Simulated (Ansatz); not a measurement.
**Ligand exchange: C3H4F4O + BH2F → C3H5F3O + BHF2**

Species: C3H4F4O `FCOC(F)C(F)F`, singlet; BH2F `BF`, singlet; C3H5F3O `FCOCC(F)F`, singlet; BHF2 `FBF`, singlet. The partners trade F for H: C–F and B–H bonds give way to C–H and B–F.

Shapes, held fixed at every level: PBE0-D4/def2-TZVP. Flexible molecules stand in one conformer, not always the lowest. Programs: Ansatz 0.2.0. Electronic energies: no zero-point or thermal term.

```tsv
level	kind	ΔE (kJ/mol)	less CCSD(T)/CBS estimate
PBE-D4/def2-TZVPP	GGA	-210.8	+5.2
r2SCAN-D4/def2-TZVPP	meta-GGA	-214.2	+1.8
B3LYP-D4/def2-TZVPP	global hybrid	-213.7	+2.3
wB97X-V/def2-TZVPP	range-separated hybrid	-207.2	+8.8
B2PLYP/def2-TZVPP	double hybrid	-215.9	+0.1
MP2/def2-TZVPP	perturbation theory	-221.7	-5.7
CCSD(T)/def2-TZVPP	coupled cluster or CI	-214.6	+1.4
CCSD(T)/CBS estimate	coupled cluster or CI	-216.0	0.0
```

The highest level, CCSD(T)/CBS estimate, gives ΔE = -216.0 kJ/mol; the levels span -221.7 to -207.2. The column of differences is taken from that level and isn't an error. No measured value is set beside it here. The CBS estimate extrapolates MP2 from def2-TZVPP and def2-QZVPP and adds CCSD(T) − MP2 in the triple-zeta set, cores frozen.

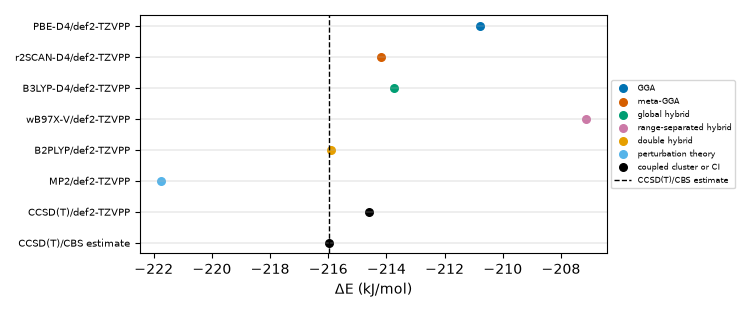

The values of the table, level by level.
